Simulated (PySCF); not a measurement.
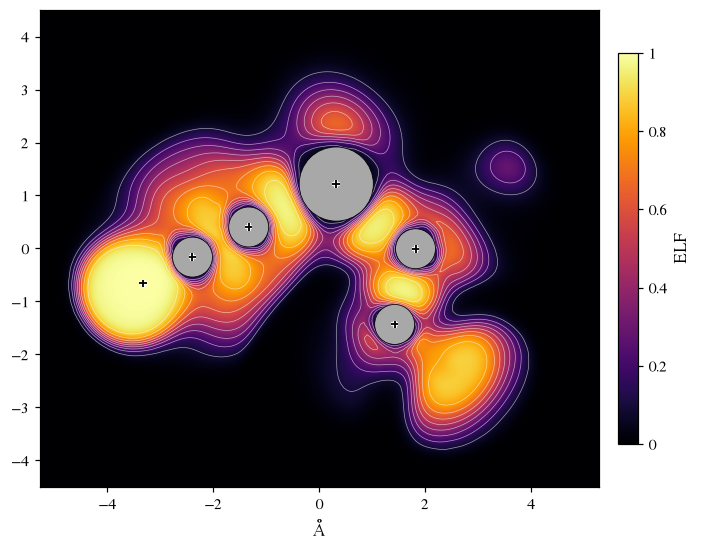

The electron localisation function on a plane through atoms (crosses mark nuclei in the plane; grey discs cover the cores).

Theory: PBE0/pcSseg-1, SCF density, gas phase, non-relativistic (PySCF).

Candidates:
A. C6H13BO2 (SMILES CC/C=C\B(OC)OC)
B. C8H14F2 (SMILES FC(F)C1CCCCCC1)
C. C6H7F3Si

Which candidate gave the map?

Answer. Candidate C: C6H7F3Si on the plane of atoms C2, Si3 and C6, which holds C, Si and H. C–C (1.20 Å): the ELF peaks at about 0.85 between the atoms: a short, multiple covalent bond. C–Si (1.84 Å): the ELF peaks at about 0.95 between the atoms, as expected for a shared electron pair.
